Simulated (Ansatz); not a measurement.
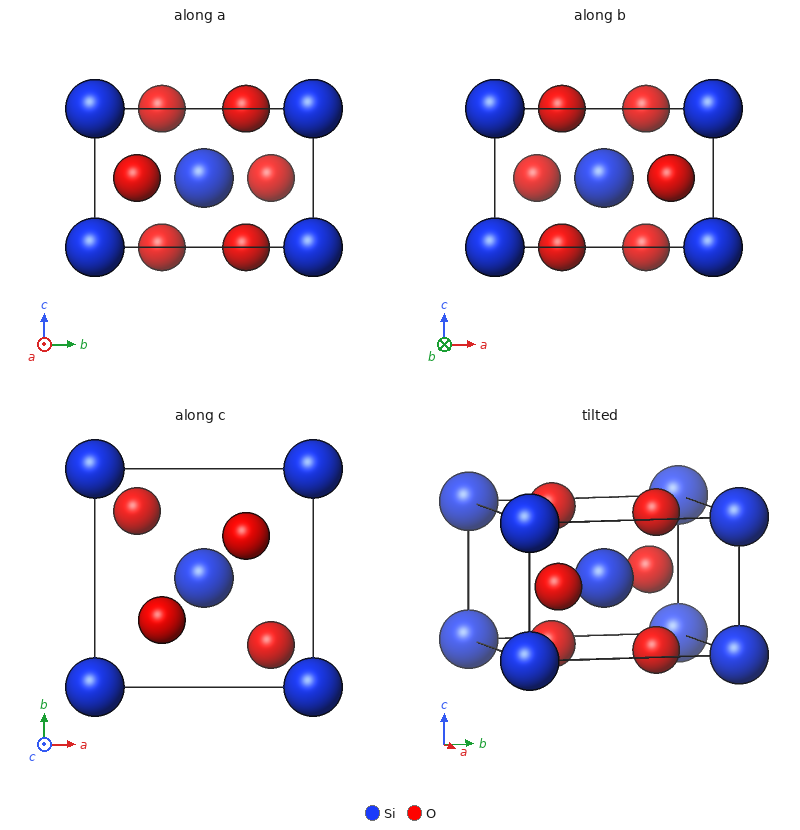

The figure gives a spheres-only picture of the atoms, viewed along the a axis, along the b axis, along the c axis and slightly off an axis. The wireframe shows the conventional unit cell.

Lattice parameters: a = 4.236 Å, b = 4.236 Å, c = 2.691 Å, α = 90.00°, β = 90.00°, γ = 90.00°. Put a along x and b in the xy plane.

Question: Give the structure in the form of a POSCAR file, with free fractional coordinates to two decimals.

Answer:
```
Si O
1.0
     4.236    0.000    0.000
     0.000    4.236    0.000
     0.000    0.000    2.691
Si O
2 4
Direct
  0.00 0.00 0.00
  0.50 0.50 0.50
  0.31 0.31 0.00
  0.19 0.81 0.50
  0.81 0.19 0.50
  0.69 0.69 0.00
```

Its origin is a structure type filled with these elements by a generator (whether the compound takes this form wasn't checked). It is drawn as it came out of a relaxation with Ansatz, DFT, PBE, plane waves, PAW.
